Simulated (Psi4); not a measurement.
# NO+ (SMILES N#[O+]): CCSD/aug-cc-pVTZ

Aim: the energy change on altering one bond length of NO+ at CCSD/aug-cc-pVTZ, from 2 runs. 

Program for the calculation: Psi4 1.11.

2 further runs of the same task are left out: 1 that didn't finish, 1 set aside as unsound or not needed.

## (1) The system as given

NO+: 2 atoms, total charge +1, spin state singlet. SMILES: `N#[O+]`. The bond length is the measured one.

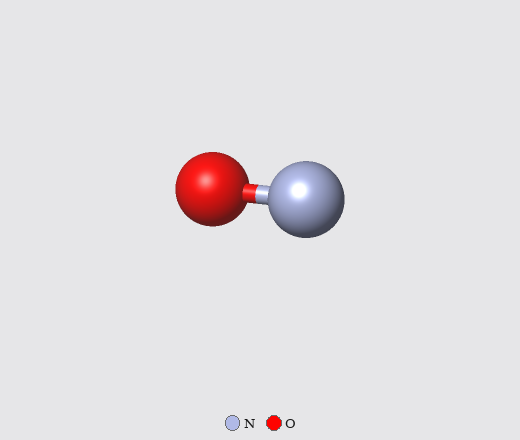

The structure, seen from a chosen angle (nitrogen light blue, oxygen red).

## (2) A single-point energy at CCSD/aug-cc-pVTZ

job.dat reads:

```
memory 1600 mb

molecule molecule1 {
  1 1
  N      0.000000     0.000000     0.000000
  O      0.000000     0.000000     1.063220
  symmetry c1
}

set puream true
set e_convergence 1e-09
set d_convergence 1e-08
set scf_type pk
set num_frozen_docc 2

E = energy("ccsd/aug-cc-pVTZ")
```

Command:

```console
$ psi4 job.dat job.out -n 1
```

job.out, cut to the lines that bear on the results:

```text
[...]
  Running in c1 symmetry.
[...]
  Nuclear repulsion =   27.871864522413048
[...]
  Multiplicity = 1
[...]
  Nalpha       = 7
  Nbeta        = 7
[...]
    Number of basis functions: 92
[...]
   @RHF iter   1:  -128.90478002594969   -1.21483e-01   3.84866e-03 ADIIS/DIIS
[...]
   @RHF iter   9:  -128.96624568420495   -2.90754e-11   3.11263e-09 DIIS
[...]
    Orbital Energies [Eh]
    ---------------------
    Doubly Occupied:
       1A    -21.208419     2A    -16.235966     3A     -2.152769
       4A     -1.349319     5A     -1.149491     6A     -1.149491
       7A     -1.139008
[...]
  @RHF Final Energy:  -128.96624568420495
   => Energetics <=
    Nuclear Repulsion Energy =             27.8718645224130483
    One-Electron Energy =                -224.9072959132483049
    Two-Electron Energy =                  68.0691857066302930
    Total Energy =                       -128.9662456842049494
[...]
 Multipole Moments:
 ------------------------------------------------------------------------------------
     Multipole            Electronic (a.u.)      Nuclear  (a.u.)        Total (a.u.)
 ------------------------------------------------------------------------------------
 L = 1.  Multiply by 2.5417464519 to convert [e a0] to [Debye]
 Dipole X            :         -0.0000000            0.0000000           -0.0000000
 Dipole Y            :          0.0000000            0.0000000            0.0000000
 Dipole Z            :         -0.2570034            0.0040314           -0.2529721
 Magnitude           :                                                    0.2529721
[...]
      * MP2 total energy                      = -129.376394728211636
[...]
      * CCSD total energy                     = -129.369054277707221
[...]
```

It took 16 s on 1 thread of AMD EPYC 9B14 (Zen 4), shared host; peak memory 1 GiB.

## (3) The distorted shape at the same level

calc.in reads:

```
memory 1600 mb

molecule system {
  1 1
  N      0.00000000     0.00000000    -0.30137352
  O      0.00000000     0.00000000     2.00919461
  units bohr
  symmetry c1
  no_reorient
  no_com
}

set basis aug-cc-pVTZ
set reference rhf
set puream true
set e_convergence 1e-09
set d_convergence 1e-08
set scf_type pk
set num_frozen_docc 2

e_tot, wfn = energy("ccsd", return_wfn=True)
```

Command:

```console
$ psi4 -n 1 calc.in calc.out
```

calc.out, cut to the lines that bear on the results:

```text
[...]
  Running in c1 symmetry.
[...]
  Nuclear repulsion =   24.236463436375711
[...]
  Multiplicity = 1
[...]
  Nalpha       = 7
  Nbeta        = 7
[...]
    Number of basis functions: 92
[...]
   @RHF iter   1:  -128.78438815083030   -4.76153e-01   4.61917e-03 ADIIS/DIIS
[...]
   @RHF iter  10:  -128.87124941029163   -5.00222e-12   3.91367e-09 DIIS
[...]
    Orbital Energies [Eh]
    ---------------------
    Doubly Occupied:
       1A    -21.210285     2A    -16.293085     3A     -1.993378
       4A     -1.372718     5A     -1.112144     6A     -1.056552
       7A     -1.056552
[...]
  @RHF Final Energy:  -128.87124941029163
   => Energetics <=
    Nuclear Repulsion Energy =             24.2364634363757112
    One-Electron Energy =                -218.0259984011054257
    Two-Electron Energy =                  64.9182855544380857
    Total Energy =                       -128.8712494102916253
[...]
 Multipole Moments:
 ------------------------------------------------------------------------------------
     Multipole            Electronic (a.u.)      Nuclear  (a.u.)        Total (a.u.)
 ------------------------------------------------------------------------------------
 L = 1.  Multiply by 2.5417464519 to convert [e a0] to [Debye]
 Dipole X            :          0.0000000            0.0000000            0.0000000
 Dipole Y            :         -0.0000000            0.0000000           -0.0000000
 Dipole Z            :        -13.4912121           13.9639422            0.4727301
 Magnitude           :                                                    0.4727301
[...]
      * MP2 total energy                      = -129.346561478029201
[...]
      * CCSD total energy                     = -129.314699740516744
[...]
```

Run time: 18 s. Hardware: 1 thread of AMD EPYC 9B14 (Zen 4), shared host; peak memory 1 GiB.

## (4) Results

Level: CCSD/aug-cc-pVTZ, 2 core orbitals frozen.

| quantity | value |
| --- | --- |
| first shape: total energy | -129.36905 Eh |
| first shape: HOMO energy (Hartree–Fock orbitals) | -30.99 eV |
| first shape: LUMO energy (Hartree–Fock orbitals) | -7.60 eV |
| first shape: HOMO–LUMO gap (Hartree–Fock orbitals) | 23.39 eV |
| first shape: correlation energy (2 core orbitals frozen) | -402.8 mEh |
| first shape: T1 diagnostic | 0.017 |
| distorted shape: total energy | -129.31470 Eh |
| distorted shape: HOMO energy (Hartree–Fock orbitals) | -28.75 eV |
| distorted shape: LUMO energy (Hartree–Fock orbitals) | -9.64 eV |
| distorted shape: HOMO–LUMO gap (Hartree–Fock orbitals) | 19.11 eV |
| distorted shape: correlation energy (2 core orbitals frozen) | -443.5 mEh |
| distorted shape: T1 diagnostic | 0.029 |
| energy change with the N1–O2 bond stretched from 1.063 to 1.223 Å | 1.479 eV |

**Reading.** With the N1–O2 bond stretched from 1.063 to 1.223 Å the energy rises by 1.48 eV (34 kcal/mol). The first shape isn't relaxed at this level, so the change isn't measured from a minimum. The T1 diagnostic (distorted shape) of 0.029 is above the customary mark for such species, so a single reference may not serve.
